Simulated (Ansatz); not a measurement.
System: ZnCdSe$_{4}$S$_{2}$.

Input file:

```
crystal:
  lattice:
    - [4.4560967741, 0.0, 0.0]
    - [0.0, 4.4560967741, 0.0]
    - [0.0, 0.0, 12.3407649402]
  atoms:
    - { symbol: Zn, position: [0.0, 0.0, 0.0] }
    - { symbol: Cd, position: [0.5, 0.5, 0.0] }
    - { symbol: Se, position: [0.0, 0.5, 0.1181451696] }
    - { symbol: Se, position: [0.5, 0.0, 0.8818548304] }
    - { symbol: Se, position: [0.5, 0.5, 0.5878330991] }
    - { symbol: Se, position: [0.5, 0.5, 0.4121669009] }
    - { symbol: S, position: [0.0, 0.0, 0.5768376054] }
    - { symbol: S, position: [0.0, 0.0, 0.4231623946] }
basis:
  ecutwfc: 420
kpoints:
  mp_grid: { grid: [8, 8, 4] }
hamiltonian:
  xc: pbe
scf:
  occupations: { method: gaussian, width: 0.1 }
output:
  forces: true
  stress: true
  eigenvalues: true
  write_density: true
  write_potential: true
  elf: true
  volumetric_format: npy
relax:
  adjacent_minimum: "off"
  f_tol: 0.01
  max_steps: 80
  cell: { stress_tol: 0.05 }
```

Run with:

```sh
ansatz run input.yaml --threads 1 --pin off --max-ram 2560MiB --backend cpu --events-out ev --progress --plain --runs-dir out
```

Below, planes, directions and counts refer to the conventional cell (a = 4.45 Å, b = 4.45 Å, c = 12.36 Å, α = 90.00°, β = 90.00°, γ = 90.00°).

The fields are those of the relaxed geometry.

Space group P-4m2; a generated structure, not necessarily the stable one.

The calculation used Ansatz, DFT PBE, scalar-relativistic, plane waves, PAW.

> What will maps of the valence pseudo-density and electron localisation function show?

S–S (1.90 Å): ρ at the midpoint is about 1.3 e/Å³; the ELF peaks at about 0.80 between the atoms, as expected for localised, covalent bonding.
Se–Se (2.17 Å): ρ is about 0.89 e/Å³ halfway; the ELF peaks at about 0.70 between the atoms.

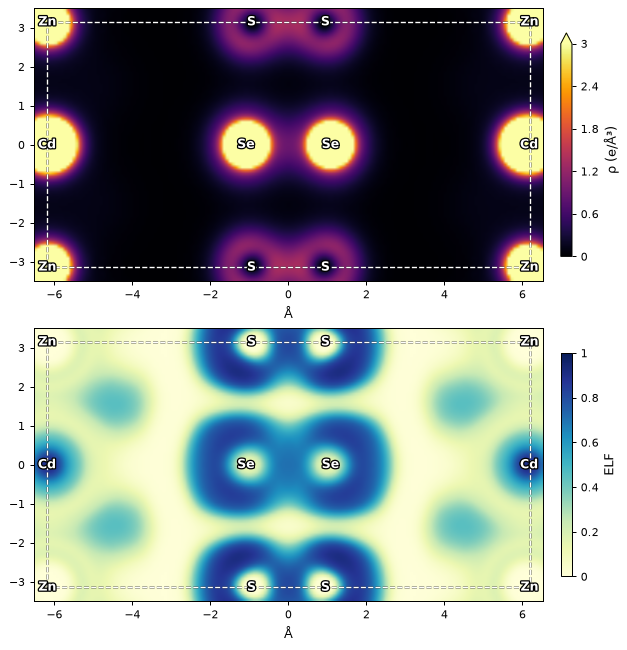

Computed valence pseudo-density and electron localisation function on the (11̄0) plane of the conventional cell, in this order. 

Core electrons are frozen (PAW), and the valence fields are smoothed inside the atomic spheres.
